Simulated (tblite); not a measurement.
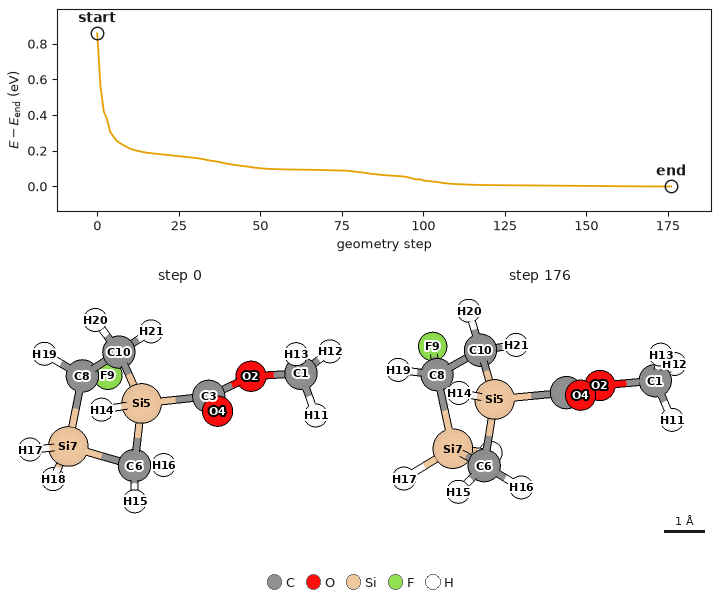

First and last geometry of a relaxation of C5H11FO2Si2, with the history of the run. Style: ball-and-stick. Shown at a tilt.

Method: GFN2-xTB geometry optimisation, gas phase in tblite 0.8.0. 

Question: What do the curves and the structures tell?

Answer: It converged. The atom that moves furthest after the best rigid fit is H18 (2.11 Å). Largest moves by element: H 2.11 Å, F 1.18 Å, Si 0.79 Å, C 0.55 Å, O 0.48 Å. Near-neighbour distances that change, for instance: C3–Si5 1.825 → 1.915 Å, Si5–C10 1.826 → 1.901 Å, Si7–C8 1.851 → 1.924 Å, C3–O4 1.262 → 1.205 Å. Bond angles that change, for instance: O2–C3–Si5 123.0° → 110.5°, Si5–C6–Si7 94.9° → 106.5°, H15–C6–H16 115.2° → 105.9°. Groups turn about Si7–C8 by about 75°, C6–Si7 by about 60°, C8–C10 by about 55°. The energy falls by 0.859 eV in 176 geometry steps.
